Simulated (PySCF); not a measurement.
**ClH, SMILES `Cl`: what the electrons do**

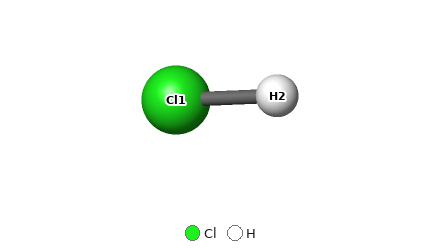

The molecule, with its atoms numbered as below. No frequency check shows the geometry to be a minimum.

Geometry (Å), atoms numbered from 1:

```
Cl1      0.0709    0.0000    0.0000
H2      -1.2061    0.0000    0.0000
```

## 1. Bonding charge

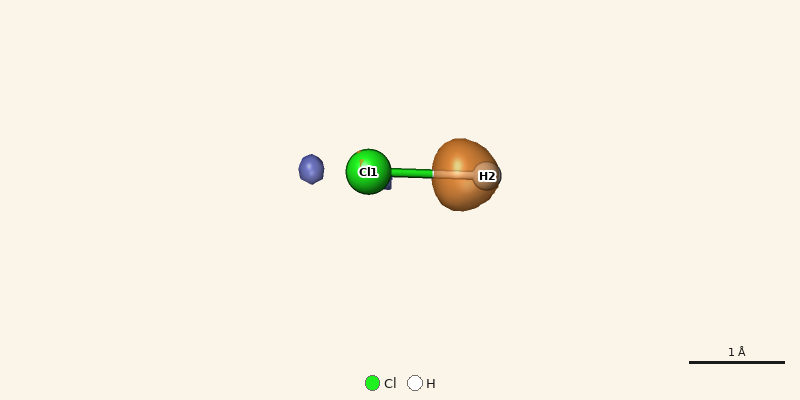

Deformation density (molecule less spherical, spin-averaged free atoms at the same positions), surfaces at ±0.2 e/Å³; orange: gain, blue: loss.

PySCF calculation, B3LYP/6-311+G**, gas phase; geometry: GFN2-xTB.

> Describe the bonding that the map shows.

Cl1–H2: +0.49 e/Å³ at the bond critical point (bond length 1.28 Å). In all, 0.4 electrons gather in the regions of gain relative to the promolecule.

## 2. Bond critical points

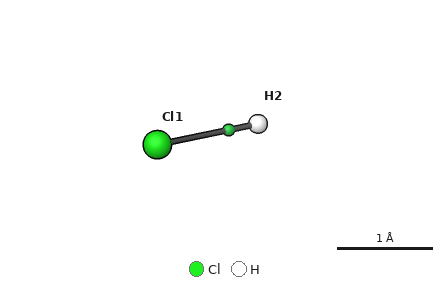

Molecular graph of the electron density (QTAIM): bond paths, bond critical points (green), ring points (magenta, if any); weak paths are dashed.

> How many critical points of each kind are there, and does the count close?

2 nuclei, 1 bond, 0 ring and 0 cage critical points: 2 − 1 + 0 − 0 = 1, as the Poincaré–Hopf relation requires.

> Tabulate density, Laplacian, ellipticity and energy density at the bond critical points (atomic units).

| bond | length (Å) | ρ (a.u.) | ∇²ρ (a.u.) | ε | H (a.u.) |
| --- | --- | --- | --- | --- | --- |
| Cl1–H2 | 1.277 | 0.247 | −0.69 | 0.00 | −0.228 |

> What kind of interaction is Cl1–H2?

Shared-shell (covalent): ρ = 0.247, ∇²ρ = −0.69, H = −0.228 a.u.

## 3. Local ionisation energy

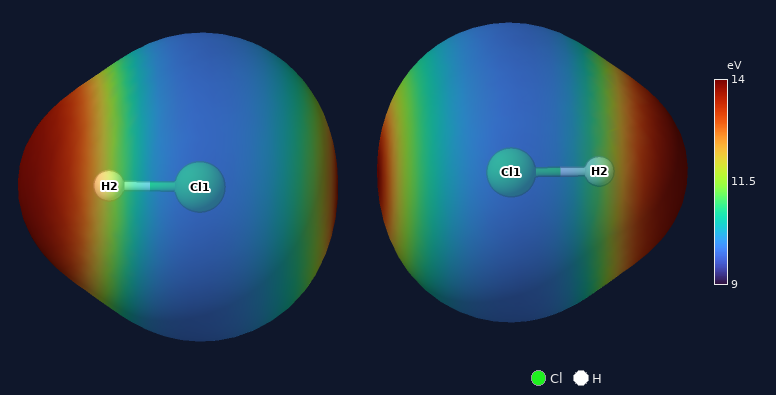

Average local ionisation energy on the surface of electron density 0.001 a.u. (back view left, front view right).

> Locate the minima of the map.

The lowest value is 9.8 eV, 2.2 Å from Cl1, and at like points elsewhere. For comparison, the highest occupied orbital lies at −9.2 eV.

## 4. Excited states

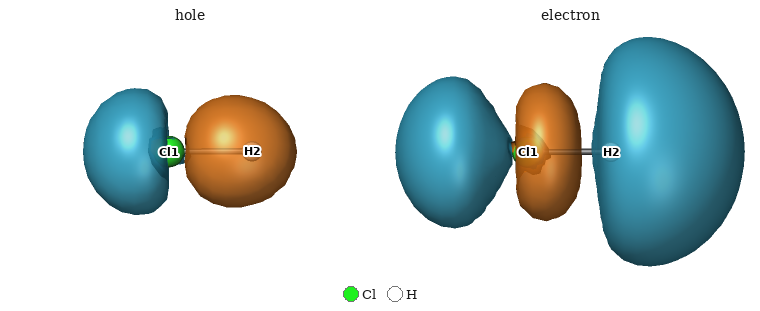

Leading natural transition orbital pair of S₃ (TDHF singlet states); the surfaces enclose about 78 % of each orbital's density.

Method: HF/cc-pVTZ; geometry: GFN2-xTB; program: PySCF. Without diffuse functions Rydberg states are missing, so the states' numbers hold for this basis only.

> Give its energy and the atoms that hole and electron lie on.

13.10 eV (95 nm), f = 0.492 (bright), partly diffuse acceptor orbital, which a basis without diffuse functions describes poorly; the leading pair carries 95 %; hole on Cl1 (76 %) and H2 (24 %), electron on H2 (50 %) and Cl1 (50 %) (atom shares of so diffuse an orbital are rough); their centroids lie 0.8 Å apart. In canonical orbitals it is mainly HOMO−2 → LUMO (93 %). The HOMO–LUMO gap is 16.32 eV.

## 5. Localised orbitals

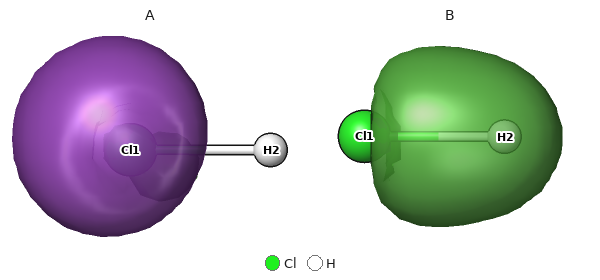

Foster–Boys orbitals, occupied; each surface holds about 70 % of the orbital's density. Energies are diagonal elements of the Fock matrix.

Method: M06-2X/def2-SVPD; geometry: GFN2-xTB; program: PySCF.

> Name the orbitals, with their atomic make-up and energies.

By panel:
- A: lone pair on Cl1 (sp2.7-type) (Cl1 100 %; −14.4 eV)
- B: σ bond Cl1–H2 (Cl1 60 %, H2 40 %; −19.0 eV)

> How do all the valence pairs divide up?

4 pairs: 3 lone pairs and 1 σ bond.
